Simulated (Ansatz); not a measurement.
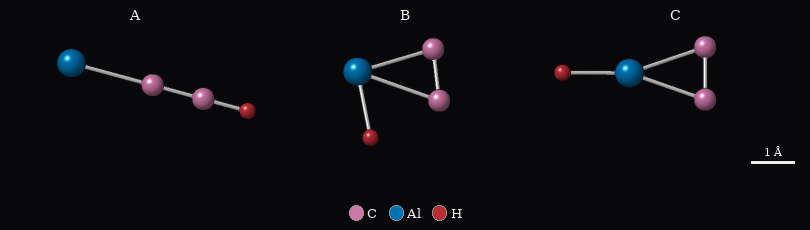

3 geometries from a converged minimum-energy path of C₂HAl, shuffled. The picture is a ball-and-stick view, seen at a tilt.

The calculation used RKS PBE-D4/def2-SVPD (Ansatz). Set-up: 5 movable images; climbing image; force threshold 0.03 eV/Å; iteration limit 60; starting path through a guess of the saddle point.

> Which frame is the top of the path?

B. In order along the path, whose images run from 0 to 6: C (image 0, 0.0 kcal/mol), B (image 2, +58.8 kcal/mol), A (image 6, −37.0 kcal/mol). Breaking: Al–H (1.58 → 4.31 Å), Al–C (1.90 → 3.22 Å). Forming: C–H (3.43 → 1.08 Å).
